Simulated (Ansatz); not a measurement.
**How far to go with the plane-wave cutoff: GaSb (R3m, 2 atoms in the cell)**

```yaml
crystal:
  lattice:
    - [0.00000, 3.06525, 3.06525]
    - [3.06525, 0.00000, 3.06525]
    - [3.06525, 3.06525, 0.00000]
  atoms:
    - { symbol: Ga, position: [0.00471, 0.00471, 0.00471] }
    - { symbol: Sb, position: [0.25000, 0.25000, 0.25000] }
```

Level of theory: PBEsol, default PAW files made with PBE (plane waves; Ansatz, a first-principles code).

Base settings: basis.ecutwfc = 420 eV; kpoints.mp_grid.grid = 7 7 7; hamiltonian.xc = pbesol; hamiltonian.pseudopotentials = {kind: paw} (the program's default PAW files); scf.occupations.method = fermi_dirac; scf.occupations.width = 0.02 eV.

The second cell is the first with its lattice scaled by 0.98.

The mesh stays at the base's, so the ladder's end is converged at best in this setting alone.

The first pressure column holds Ansatz's estimate of the finite-basis (Pulay) stress, which hides part of the cutoff error; the other is without it.

Only quantities that move along the ladder and can be compared are tabulated.

The count of work is k-points × plane waves × bands × iterations; it is no time. 

The starting cell has typed, rounded lattice constants, without a prior relaxation at this level. Its lattice was rescaled by up to half a per cent. One atom was moved a little off its site on purpose. The run gives no clean gap (levels at the Fermi energy touch, overlap or are partly filled at this smearing), which alone does not show that the compound is a metal.

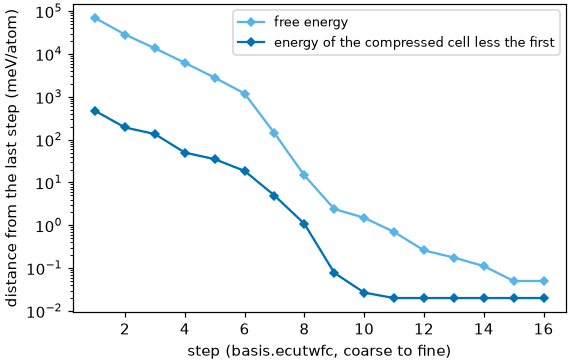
Distance from the last step along the ladder; very small values are drawn at a floor.

| basis.ecutwfc | free energy less the last step's (meV/atom) | energy of the compressed cell less the first (meV/atom) | pressure (GPa) | pressure without the Pulay estimate (GPa) | largest difference of a force vector from the last step's (eV/Å) | count of work / last |
|---|---|---|---|---|---|---|
| 145 eV | 69443.97 | -458.31 | 9.41 | -1306.99 | 0.142 | 0.081 |
| 170 eV | 28529.26 | -179.94 | 3.17 | -659.38 | 0.029 | 0.088 |
| 190 eV | 13604.66 | -122.41 | -2.21 | -360.68 | 0.203 | 0.10 |
| 210 eV | 6246.42 | 62.65 | 1.36 | -190.93 | 0.095 | 0.11 |
| 230 eV | 2809.81 | -22.27 | -2.26 | -99.35 | 0.110 | 0.13 |
| 250 eV | 1194.73 | -5.92 | -0.57 | -48.86 | 0.035 | 0.14 |
| 295 eV | 141.53 | 17.69 | -0.02 | -8.18 | 0.007 | 0.15 |
| 335 eV | 14.62 | 13.82 | -0.31 | -1.39 | 0.000 | 0.19 |
| 380 eV | 2.40 | 12.81 | -0.37 | -0.42 | 0.000 | 0.22 |
| 420 eV | 1.50 | 12.76 | -0.37 | -0.41 | 0.000 | 0.27 |
| 460 eV | 0.70 | 12.75 | -0.38 | -0.40 | 0.000 | 0.29 |
| 505 eV | 0.26 | 12.74 | -0.38 | -0.38 | 0.000 | 0.40 |
| 565 eV | 0.18 | 12.74 | -0.38 | -0.38 | 0.000 | 0.42 |
| 630 eV | 0.11 | 12.74 | -0.38 | -0.38 | 0.000 | 0.49 |
| 735 eV | 0.04 | 12.74 | -0.38 | -0.38 | 0.000 | 0.72 |
| 840 eV | 0.02 | 12.74 | -0.38 | -0.38 | 0.000 | 0.73 |
| 1010 eV | 0.00 | 12.73 | -0.38 | -0.38 | 0.000 | 1.0 |

Coarsest basis.ecutwfc that holds the forces within 0.01 eV/Å of the last step, with all finer ones: 295 eV, at 0.15 of the last step's count of work; the step before is off by 0.035 eV/Å.

Coarsest basis.ecutwfc that holds the pressure within 0.05 GPa of the last step, with all finer ones: 380 eV, at 0.22 of the last step's count of work; the step before is off by 0.06 GPa.

Coarsest basis.ecutwfc that holds the energy of the compressed cell less the first within 2 meV/atom of the last step, with all finer ones: 335 eV, at 0.19 of the last step's count of work; the step before is off by 5.0 meV/atom.

The energy difference between the two cells stays within 1 meV/atom of the last step's from 380 eV on, the total only from 460 eV on: much of the error is common to both cells and cancels.

At the lowest cutoff the pressure without the Pulay estimate lies 1310 GPa under the last step's, the usual sign of Pulay stress in an incomplete plane-wave basis.

Keys are those of Ansatz 0.2.
